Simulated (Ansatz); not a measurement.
System: FHSi···H2.

Input

```
crystal:
  periodic: [false, false, false]
  atoms:
    - { symbol: Si, position_ang: [-0.057445, 0.121396, -1.005316] }
    - { symbol: H, position_ang: [1.155216, -0.239759, 1.332961] }
    - { symbol: H, position_ang: [1.653113, 0.168184, 1.029012] }
    - { symbol: F, position_ang: [-1.035223, 1.18347, -0.284942] }
    - { symbol: H, position_ang: [-0.570161, -1.127292, -0.261115] }
basis:
  gaussian: { orbitals: def2-TZVP }
hamiltonian:
  xc: pbe0
relax:
  f_tol: 0.03
  max_steps: 50
output:
  orbitals: {}
```

Run with:

```sh
ansatz run input.yaml --threads 2 --pin off --max-ram 3072MiB --backend cpu --events-out ev --progress --plain --runs-dir out
```

The fields are those of the run's last geometry, not of the input's.

Theory: Ansatz 0.2.0, RKS PBE0/def2-TZVP.

Question: What will maps of the electron density and electron localisation function show?

Answer: Si–F (1.62 Å): ρ at the midpoint is about 1.1 e/Å³; the ELF peaks at about 0.85 in the valence shell of F, 0.6 Å from its nucleus, and is about 0.50 at the midpoint.
Si–H (1.54 Å): ρ is about 0.77 e/Å³ halfway; the ELF climbs to about 1 towards the hydrogen, as it does in any bond to H.

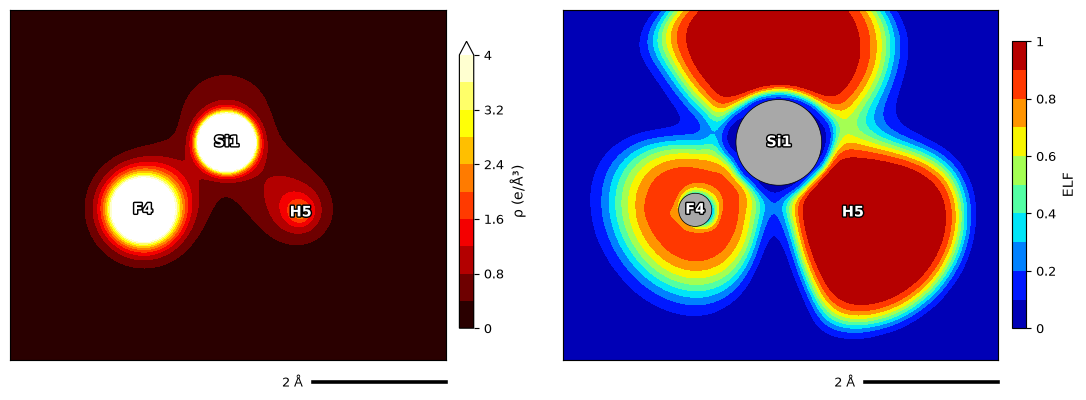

Computed electron density and electron localisation function on the plane of atoms F4, Si1 and H5, in this order. Grey discs cover the atomic cores in the ELF map. 
